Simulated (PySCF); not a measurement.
## NMR shielding calculation of C₄H₇PSSi

C₄H₇PSSi, SMILES P[SiH2]c1cccs1, computed with GIAO PBE0/pcSseg-1 NMR shielding, non-relativistic, gas phase (PySCF 2.14.0).

The geometry comes from this level: GFN2-xTB, NEB image 7 of 0 to 8. It belongs to a series of runs on one base structure; here: NEB image 7 of 0 to 8. Figures and captions count atoms from 1; the log counts them from 0 in places.

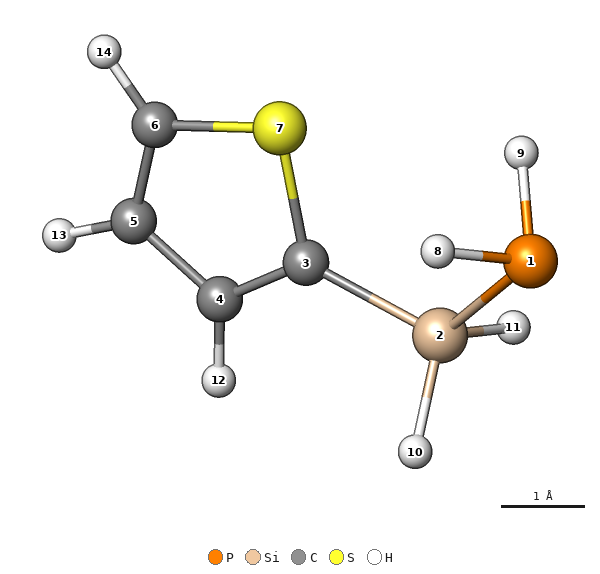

**Figure 1.** The input geometry (ball-and-stick view, seen at a tilt; atoms are numbered from 1 in the order of the input). Bond lengths as drawn: C–C 1.36 to 1.41 Å, C–H 1.07 to 1.08 Å, C–S 1.71 to 1.74 Å, C–Si 1.88 Å, H–P 1.38 Å, H–Si 1.47 Å and P–Si 2.24 Å.

The input:
```
{"job": {"kind": "nmr", "xc": "PBE0", "basis": "pcSseg-1", "pop": false}, "charge": 0, "multiplicity": 1}
P      3.147900     0.767900     0.619600
Si     1.738300    -0.659100    -0.384000
C     -0.074600    -0.208700    -0.146200
C     -1.177500    -0.989900    -0.345900
C     -2.398900    -0.317100    -0.139800
C     -2.218400     0.980100     0.220600
S     -0.558900     1.397000     0.314100
H      2.445300     0.831700     1.809800
H      2.536200     1.906300     0.125200
H      1.958300    -1.997200     0.172300
H      2.037900    -0.636600    -1.820900
H     -1.106700    -2.023300    -0.634800
H     -3.367300    -0.772100    -0.252000
H     -2.962200     1.720600     0.439900
```

The first line tells a small driver script what to run in PySCF; the rest is the geometry in Å.

Launched with:
```bash
OMP_NUM_THREADS=1 python <driver script> task.json out
```

The program's output:
```
coarse grid: 13560 points
cycle   1  E = -1184.9490716283  dE =  9.983e-01  |g| = 3.381e-01  |ddm| = 3.718e+00
cycle   2  E = -1184.9227086339  dE =  2.636e-02  |g| = 4.546e-01  |ddm| = 8.449e-01
cycle   3  E = -1184.9781804086  dE = -5.547e-02  |g| = 8.084e-02  |ddm| = 5.852e-01
cycle   4  E = -1184.9799582905  dE = -1.778e-03  |g| = 3.088e-02  |ddm| = 1.406e-01
cycle   5  E = -1184.9801942979  dE = -2.360e-04  |g| = 8.131e-03  |ddm| = 3.685e-02
cycle   6  E = -1184.9802097100  dE = -1.541e-05  |g| = 3.068e-03  |ddm| = 1.158e-02
cycle   7  E = -1184.9802117688  dE = -2.059e-06  |g| = 7.838e-04  |ddm| = 3.443e-03
final grid: 118040 points
cycle   8  E = -1185.0243406930  dE = -1.760e-05  |g| = 8.277e-03  |ddm| = 3.051e-02
cycle   9  E = -1185.0243119061  dE =  2.879e-05  |g| = 1.298e-02  |ddm| = 2.272e-02
cycle  10  E = -1185.0243581592  dE = -4.625e-05  |g| = 1.317e-03  |ddm| = 1.589e-02
cycle  11  E = -1185.0243586352  dE = -4.759e-07  |g| = 3.711e-04  |ddm| = 1.777e-03
cycle  12  E = -1185.0243586696  dE = -3.446e-08  |g| = 8.630e-05  |ddm| = 4.409e-04
cycle  13  E = -1185.0243586711  dE = -1.452e-09  |g| = 5.123e-05  |ddm| = 1.637e-04
cycle  14  E = -1185.0243586717  dE = -6.862e-10  |g| = 1.212e-05  |ddm| = 5.722e-05
```

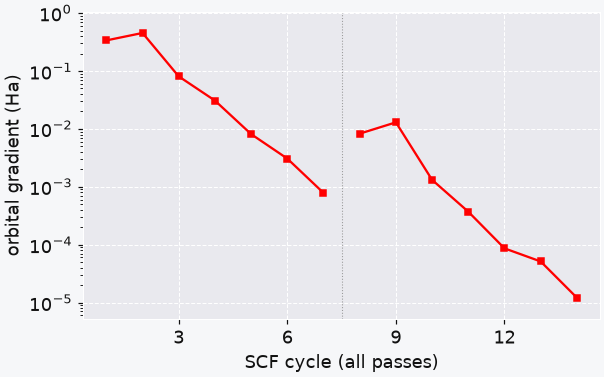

**Figure 2.** Convergence of the self-consistent field: orbital gradient against the SCF cycle. The dotted line marks the change from a coarse to the final integration grid. The first 7 cycles use a coarse grid, the final grid takes over at cycle 8, and the field converges after 14 cycles in all.

```
converged SCF energy = -1185.0243586717

GIAO shielding tensors (ppm)
atom      isotropic    diamagn.    paramagn.     s11        s22        s33       span
  0 P      614.912     967.291    -352.378    570.932    608.616    665.190     94.258
  1 Si     406.425     880.859    -474.433    352.979    424.081    442.215     89.236
  2 C       42.854     264.385    -221.531    -34.246     22.774    140.034    174.280
  3 C       46.344     251.378    -205.034    -43.371     35.622    146.780    190.151
  4 C       54.051     254.399    -200.348    -28.675     43.314    147.515    176.190
  5 C       45.993     262.643    -216.651    -45.566     37.295    146.249    191.815
  6 S      241.076    1058.594    -817.518     82.741    255.535    384.953    302.212
  7 H       30.327      31.448      -1.122     25.521     28.038     37.421     11.899
  8 H       30.091      31.482      -1.391     24.614     28.322     37.338     12.725
  9 H       26.663      28.892      -2.229     21.828     25.881     32.280     10.453
 10 H       26.645      28.569      -1.924     22.401     25.319     32.215      9.814
 11 H       24.261      32.107      -7.847     20.636     23.796     28.350      7.714
 12 H       24.334      30.334      -6.000     21.040     24.613     27.349      6.309
 13 H       24.204      31.170      -6.966     21.324     23.573     27.715      6.391
```

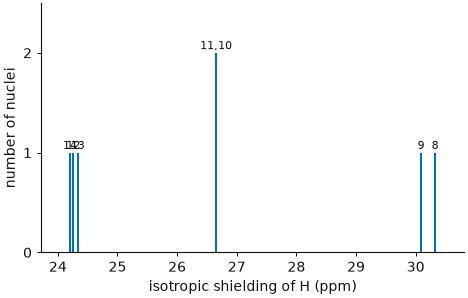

**Figure 3.** Isotropic shieldings of the hydrogen nuclei in this fixed geometry, labelled by atom number; shielding grows to the right, so chemical shift grows to the left. The least shielded is H14 (24.2 ppm), the most shielded H8 (30.3 ppm).

Key numbers:

| quantity | value |
| --- | --- |
| outcome | converged |
| total energy | −1185.024359 hartree |
| HOMO | −7.05 eV |
| LUMO | −0.85 eV |
| dipole moment | 1.80 D |
| isotropic shielding, P | 614.9 ppm |
| isotropic shielding, Si | 406.4 ppm |
| isotropic shielding, C | 42.9 to 54.1 ppm |
| isotropic shielding, S | 241.1 ppm |
| isotropic shielding, H | 24.2 to 30.3 ppm |
| hardware | 1 CPU thread, shared host |
| wall time | 15 s |
| peak memory | 0.81 GiB |
